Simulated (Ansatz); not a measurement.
The relaxed structure here is a generated cell of TiTe2: the first start was made by placing the elements on the sites of a structure type, and the end was not matched to a known phase here, so it may be hypothetical. Known forms of TiTe2 include space group No. 164.

One stationary structure of TiTe2. Space group Pnma (No. 62), AFLOW prototype A2B_oP12_62_2c_c (C23, as in PbCl2). Method: PBEsol (plane waves to 420 eV, PAW, scalar-relativistic; Ansatz, an electronic-structure program).

```cif
data_Te8Ti4
_chemical_formula_sum 'Ti4 Te8'
_space_group_name_H-M_alt 'P 1'
_space_group_IT_number 1
_cell_length_a 7.77019
_cell_length_b 3.76656
_cell_length_c 9.22989
_cell_angle_alpha 90.000
_cell_angle_beta 90.000
_cell_angle_gamma 90.000
loop_
_space_group_symop_operation_xyz
  'x, y, z'
loop_
_atom_site_label
_atom_site_type_symbol
_atom_site_fract_x
_atom_site_fract_y
_atom_site_fract_z
_atom_site_occupancy
Ti1 Ti 0.75475 0.25000 0.61206 1
Ti2 Ti 0.25475 0.25000 0.88794 1
Ti3 Ti 0.24525 0.75000 0.38794 1
Ti4 Ti 0.74525 0.75000 0.11206 1
Te1 Te 0.62954 0.25000 0.90794 1
Te2 Te 0.12954 0.25000 0.59206 1
Te3 Te 0.37046 0.75000 0.09206 1
Te4 Te 0.87046 0.75000 0.40794 1
Te5 Te 0.53063 0.25000 0.35196 1
Te6 Te 0.03063 0.25000 0.14804 1
Te7 Te 0.46937 0.75000 0.64804 1
Te8 Te 0.96937 0.75000 0.85196 1
```

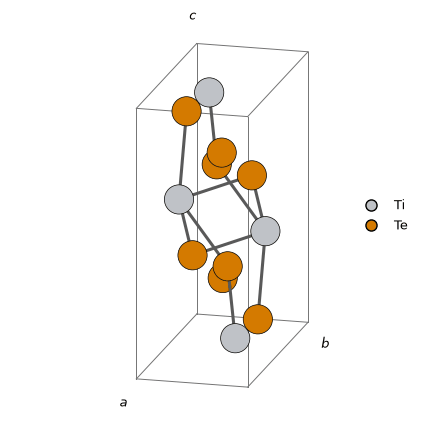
Figure: The conventional cell of the relaxed structure

```yaml
volume_per_atom: 22.51 Å³
band_gap: no gap on the sampled points, where the bands overlap only slightly; such a result is sensitive to mesh and level
shortest_distances: Te–Ti 2.81 Å; Te–Te 3.24 Å
k-mesh: 5×10×4
```

Band energies at high-symmetry points (eV from the Fermi level; labels of this space group; no spin-orbit coupling), from −5 eV up to 1.6 eV:

| point | energies |
|---|---|
| Γ | -4.72 -4.48 -3.50 -2.96 -2.84 -2.68 -2.45 -2.40 -2.25 -2.23 -2.16 -1.43 -1.43 -1.08 -1.05 -0.70 -0.68 -0.65 -0.50 -0.42 0.30 0.37 0.53 0.54 0.94 0.98 1.06 1.21 1.49 |
| X | -4.87 -4.87 -3.85 -3.85 -2.89 -2.89 -2.67 -2.67 -2.45 -2.45 -1.46 -1.46 -0.79 -0.79 -0.71 -0.71 -0.58 -0.58 -0.13 -0.13 0.00 0.00 0.60 0.60 0.77 0.77 0.94 0.94 1.41 1.41 |
| S | -3.45 -3.45 -3.45 -3.45 -2.91 -2.91 -2.91 -2.91 -2.02 -2.02 -2.02 -2.02 -0.73 -0.73 -0.73 -0.73 0.53 0.53 0.53 0.53 1.00 1.00 1.00 1.00 1.27 1.27 1.27 1.27 |
| Y | -4.67 -4.67 -3.84 -3.84 -3.15 -3.15 -2.57 -2.57 -2.56 -2.56 -2.33 -2.33 -1.93 -1.93 -1.46 -1.46 -1.04 -1.04 0.21 0.21 0.72 0.72 1.14 1.14 1.22 1.22 1.54 1.54 1.55 1.55 |
| Z | -3.62 -3.62 -3.14 -3.14 -2.85 -2.85 -2.50 -2.50 -2.19 -2.19 -1.72 -1.72 -1.56 -1.56 -1.10 -1.10 -0.69 -0.69 -0.10 -0.10 -0.03 -0.03 0.62 0.62 0.74 0.74 1.03 1.03 |
| U | -3.80 -3.80 -3.69 -3.69 -2.81 -2.81 -2.55 -2.55 -2.13 -2.13 -1.90 -1.90 -0.94 -0.94 -0.88 -0.88 -0.76 -0.76 -0.27 -0.27 0.25 0.25 0.38 0.38 0.64 0.64 1.29 1.29 |
| R | -3.77 -3.77 -3.77 -3.77 -2.80 -2.80 -2.80 -2.80 -1.95 -1.95 -1.95 -1.95 -0.57 -0.57 -0.57 -0.57 0.52 0.52 0.52 0.52 1.22 1.22 1.22 1.22 1.55 1.55 1.55 1.55 |
| T | -4.09 -4.09 -3.58 -3.58 -3.27 -3.27 -2.74 -2.74 -2.06 -2.06 -1.44 -1.44 -1.30 -1.30 -0.61 -0.61 0.54 0.54 1.00 1.00 1.16 1.16 1.19 1.19 1.26 1.26 1.50 1.50 |

No spin polarisation in the result. Spin-orbit coupling is missing; with elements this heavy it can move band edges by tenths of an eV or more.

The run could not lose the symmetry of its start, so the end can be a saddle point.
